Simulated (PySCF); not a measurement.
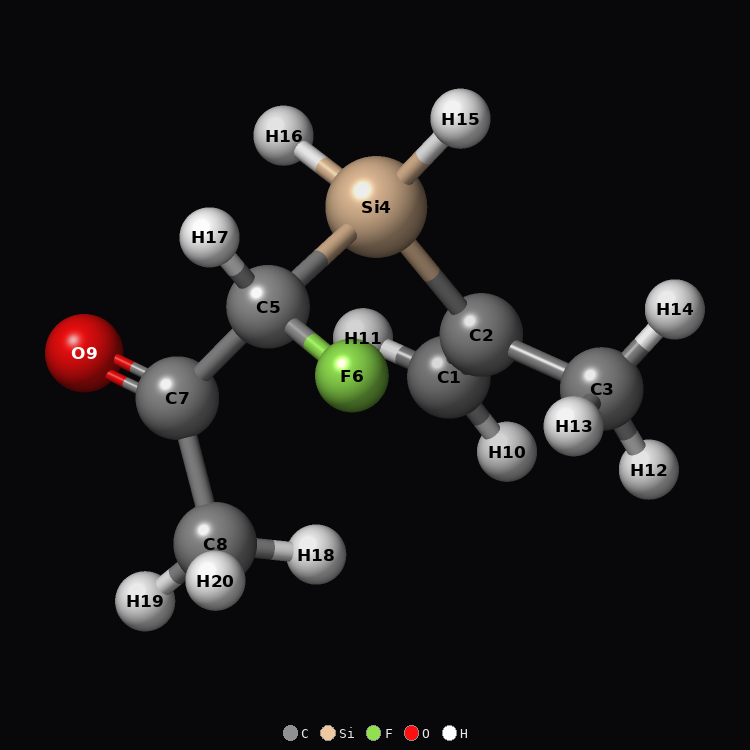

Computed geometry: GFN2-xTB optimisation. No frequency run is at hand to confirm it as a minimum. Electric field gradients from the ground-state density, PBE0/pcSseg-1 (PySCF 2.14.0), non-relativistic apart from any core potentials.

Give the largest field-gradient component, the quadrupole coupling constant and the asymmetry for 17O at O9 (Q = −25.6 mb), 2H at H10 (Q = 2.86 mb), 2H at H11 (Q = 2.86 mb).

```csv
atom,V_zz (a.u.),e²qQ/h (MHz),η
O9,−1.930,11.61,0.40
H10,0.330,0.222,0.05
H11,0.334,0.224,0.05
```

The geometry is semi-empirical. Around Si such bond lengths and angles can be off by a tenth of an ångström or more and by several degrees, and values that hang on the shape move with them.
